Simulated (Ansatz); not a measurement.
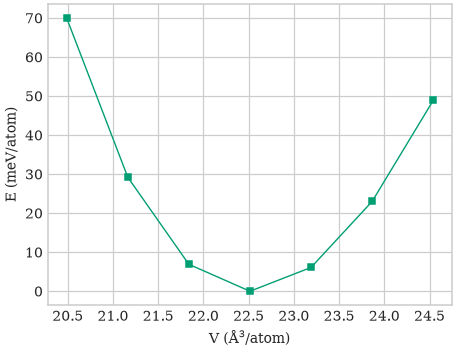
Figure. Sb2Pd in space group Pa-3 (No. 205; Sb on 8c, Pd on 4a) under volume change, PBEsol (plane waves, PAW; program Ansatz), shape and atoms relaxed at each volume.

Problem. What does a third-order Birch–Murnaghan fit give for V₀, B₀ and B′?

Solution. V₀ = 22.51 Å³/atom, B₀ = 102 GPa, B′ = 5.0.

The workflow started from a Materials Project entry (that database holds measured and hypothetical structures alike); the Crystallography Open Database files this formula in space group No. 205, but the cells were not matched. Its standing as an ambient phase is unchecked. The cell was relaxed with PBEsol under the symmetry of its start; its stability against distortions is not shown here. The run is not spin-polarised. Scalar-relativistic: spin–orbit coupling is off unless named, which matters more the heavier the elements.

Potentials: the later of the program's two PAW sets.
